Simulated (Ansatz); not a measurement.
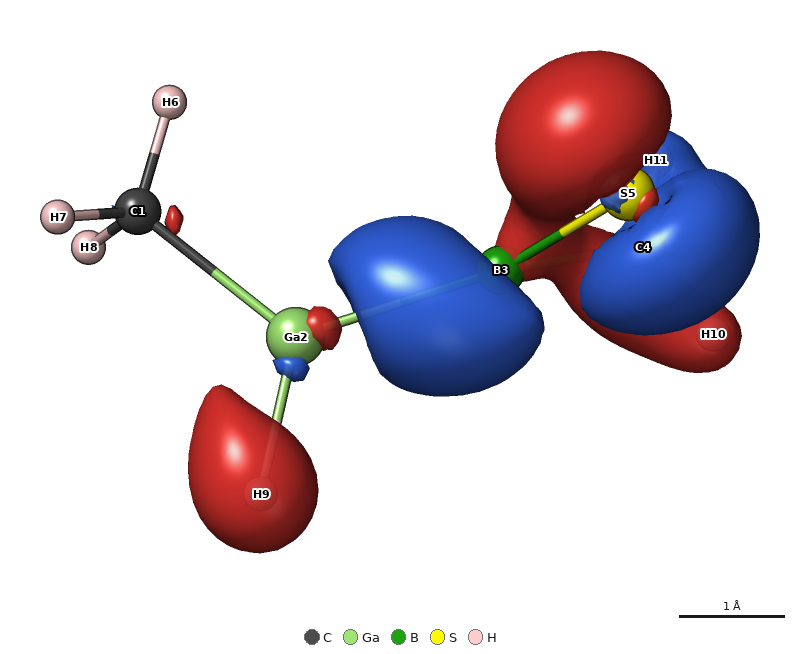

Figure. C2H6BGaS (SMILES [CH3][GaH][B]1CS1). The HOMO−1 at ±0.15 Å⁻³ᐟ² (blue and red are the two phases), seen at a tilt.

Geometry: PBE0-D4/def2-TZVP.

All numbers below come from RKS PBE0-D4/def2-TZVPP (Ansatz 0.2.0).

```xyz
11

C    -2.1598   -0.1266    0.8459
Ga   -0.2400    0.2418    1.0928
B     1.0782    0.3491   -0.4799
C     2.0839   -0.3093   -1.4520
S     1.7479    1.4857   -1.6415
H    -2.4588   -0.1502   -0.2019
H    -2.7557    0.6256    1.3690
H    -2.4015   -1.0934    1.2982
H     0.2819    0.4566    2.5652
H     3.0904   -0.5515   -1.1223
H     1.7334   -0.9278   -2.2735
```

### What is the character of this orbital?

By Hirshfeld shares it lies mainly on S5 (about 40 %), B3 (about 20 %), Ga2 (about 15 %), C4 (about 10 %) and H9 (about 10 %). Its energy is −7.47 eV.
